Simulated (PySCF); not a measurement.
**C3H4Cl (SMILES [CH2]/C=C\Cl) (doublet): density, localisation and related maps**

```xyz
8

C    -1.2318    0.1605    0.0154
C    -0.0559   -0.5284    0.0684
C     1.2118    0.0103   -0.0423
Cl    1.4905    1.6732   -0.2691
H    -2.1762   -0.3413    0.1094
H    -1.2474    1.2266   -0.1250
H    -0.0854   -1.6011    0.2107
H     2.1036   -0.5904    0.0079
```

Geometry: GFN2-xTB.

Level of theory: UKS B3LYP, pcH-1 on C Cl H, non-relativistic, mean-field spin-orbit, GIAO (PySCF).

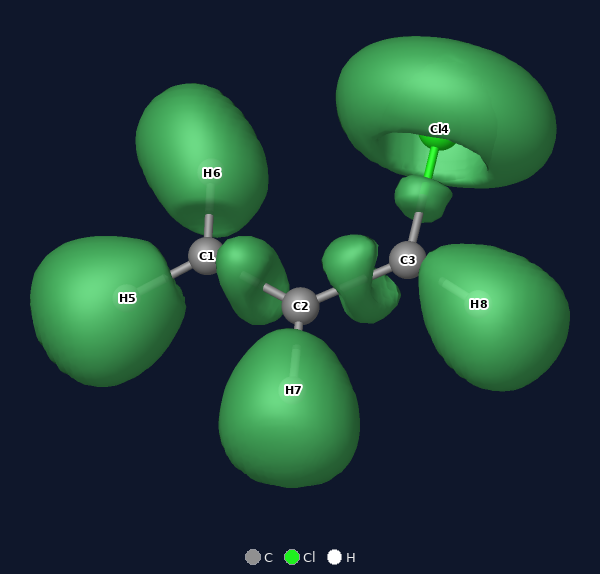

Figure 1. Isosurface of the electron localisation function at 0.8 (green), seen at a tilt. Core shells and regions of very low density are left out.

> Where are the electrons localised?

The ELF exceeds this value in two regions between bonded C–C atoms (shared pairs), one region between bonded C–Cl atoms (shared pairs), four regions around hydrogen nuclei and one ring or bowl of non-bonding electrons around Cl. Profiles from the grid: C–C (1.36 Å): the ELF peaks at about 0.95 between the atoms (a covalent bond). C–Cl (1.70 Å): the ELF peaks at about 0.90 between the atoms, as expected for localised, covalent bonding.

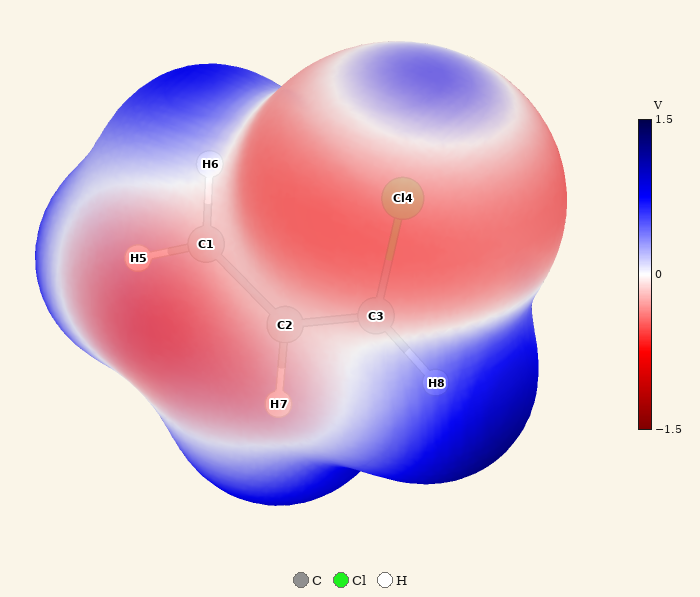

Figure 2. The molecular electrostatic potential painted on the density surface at 0.002 e/bohr³, seen at a tilt; the colour scale runs from red (negative) to blue (positive).

> Which sites attract a positive test charge, and which a negative one?

A positive charge is drawn to the negative regions and a negative charge to the positive ones. The most negative region (about −0.5 V) lies over the π face of C1 and C2, the most positive (about +1.2 V) over H8. Cl4 shows a σ-hole: about +0.4 V at the tip opposite its bond, against about −0.3 V on its flanks.

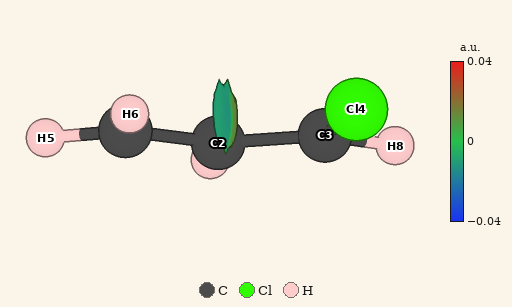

Figure 3. Non-covalent interaction (NCI) plot: the surface where the reduced density gradient is 0.5, for densities under 0.05 a.u., coloured by sign(λ₂)ρ; seen from one side.

> What holds or crowds the atoms apart from the covalent bonds?

Between H6 and C1 on one side and Cl4 and C3 on the other: a weak contact, attractive (blue-green) on one side and crowded (olive to red) on the other.

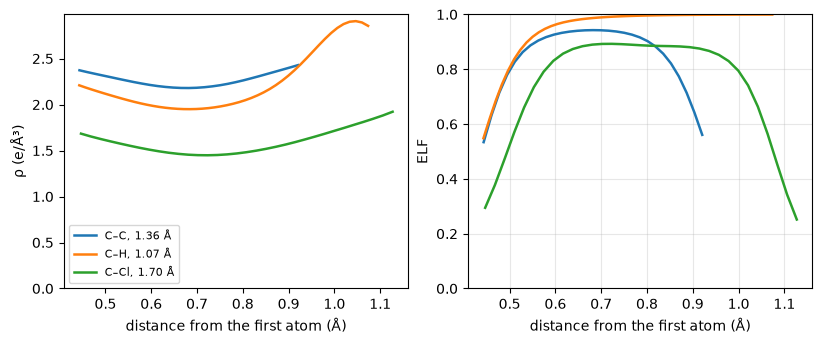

Figure 4. Electron density and ELF along straight lines between neighbouring atoms. The curves leave out the atomic cores.

> What kind of bonding do the profiles show?

C–C (1.36 Å): ρ is about 2.2 e/Å³ halfway; the ELF peaks at about 0.95 between the atoms, as expected for localised, covalent bonding.
C–H (1.07 Å): ρ at the midpoint is about 2.1 e/Å³; the ELF climbs to about 1 towards the hydrogen, as it does in any bond to H: a covalent bond by its length.
C–Cl (1.70 Å): ρ is about 1.5 e/Å³ halfway; the ELF peaks at about 0.90 between the atoms (a covalent bond).
